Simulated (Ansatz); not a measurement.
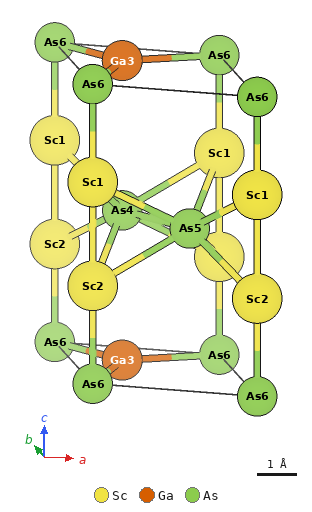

Starting structure of solid Sc2GaAs3 (a generated structure, set up in P-6m2). The picture is a ball-and-stick view of the cell of the calculation, seen from a free direction.

Computed with DFT PBE, scalar-relativistic, plane waves, PAW in Ansatz.

Input
```yaml
crystal:
  lattice:
    - [4.5093776358, 0.0, 0.0]
    - [-2.2546888179, 3.9052355878, 0.0]
    - [0.0, 0.0, 8.0921760188]
  atoms:
    - { symbol: Sc, position: [0.0, 0.0, 0.673188749] }
    - { symbol: Sc, position: [0.0, 0.0, 0.326811251] }
    - { symbol: Ga, position: [0.3333333333, 0.6666666667, 0.0] }
    - { symbol: As, position: [0.3333333333, 0.6666666667, 0.5] }
    - { symbol: As, position: [0.6666666667, 0.3333333333, 0.5] }
    - { symbol: As, position: [0.0, 0.0, 0.0] }
basis:
  ecutwfc: 420
kpoints:
  mp_grid: { grid: [12, 12, 6] }
hamiltonian:
  xc: pbe
scf:
  occupations: { method: gaussian, width: 0.1 }
output:
  forces: true
  stress: true
  eigenvalues: true
relax:
  adjacent_minimum: "off"
  f_tol: 0.01
  max_steps: 80
  cell: { stress_tol: 0.05 }
```

Command:
```bash
ansatz run input.yaml --threads 1 --pin off --max-ram 2560MiB --backend cpu --events-out ev --progress --plain --runs-dir out
```

Where does the relaxation end?

Over 3 accepted moves (4 points after the start) the energy falls by 0.8 meV per atom. Largest force component: 0.17 eV/Å at the start, 0.0011 eV/Å at the end. Pressure: 0.06 GPa at the start and 0.00 GPa at the end. At 1 point the geometry stayed and the basis and grid were re-selected for the new cell (energy shift of less than 0.05 meV per atom at most each time). The largest moves relative to the cell, 0.016 Å, are those of Sc1 and Sc2. Sc1 goes along +c. As and Ga stay in place. The drawn cell changes at constant volume: a = b 4.509 → 4.495 Å (−0.3 %), c 8.092 → 8.142 Å (+0.6 %). Near-neighbour distances that change, for instance: Sc1–Sc2 2.803 → 2.852 Å, Ga3–As6 2.603 → 2.595 Å, As4–As5 2.603 → 2.595 Å, Sc1–As4 2.957 → 2.961 Å. The space group stays P-6m2 (No. 187). The run took 7.6 min on 1 thread of Intel(R) Xeon(R) Processor @ 2.50GHz (Skylake/Cascade Lake), on a shared host, peak memory 0.69 GiB.

The structure at the end:

```
Sc Ga As
1.0
     4.49495    0.00000    0.00000
    -2.24748    3.89274    0.00000
     0.00000    0.00000    8.14174
Sc Ga As
2 1 3
Direct
  0.00000 0.00000 0.67513
  0.00000 0.00000 0.32487
  0.33333 0.66667 0.00000
  0.33333 0.66667 0.50000
  0.66667 0.33333 0.50000
  0.00000 0.00000 0.00000
```
